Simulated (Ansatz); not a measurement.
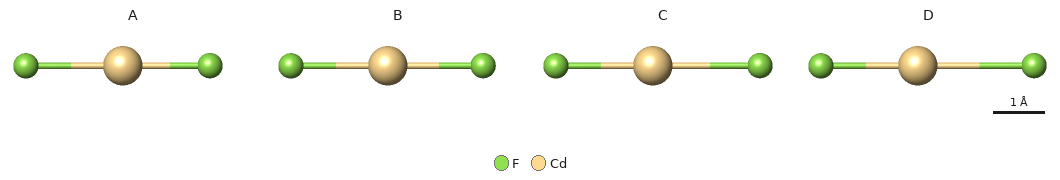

Frames of a one-coordinate scan of CdF2. Style: ball-and-stick. Shown face on.

Level of theory: PBE0-D4 (def2-TZVPP, Ansatz), on geometries moved rigidly from the minimum at PBE0-D4/def2-TZVP. Elements past krypton carry the basis set's effective core potentials. Energies are counted from the PBE0-D4/def2-TZVP minimum geometry at the same level.

**What is being scanned?**

One Cd–F bond length is varied, with the rest of the molecule carried along rigidly. In the frames the distance is 1.729 Å (A), 1.890 Å (B), 2.126 Å (C), 2.306 Å (D). Their energies are 51.4 kJ/mol, 0.7 kJ/mol, 32.7 kJ/mol, 86.5 kJ/mol.
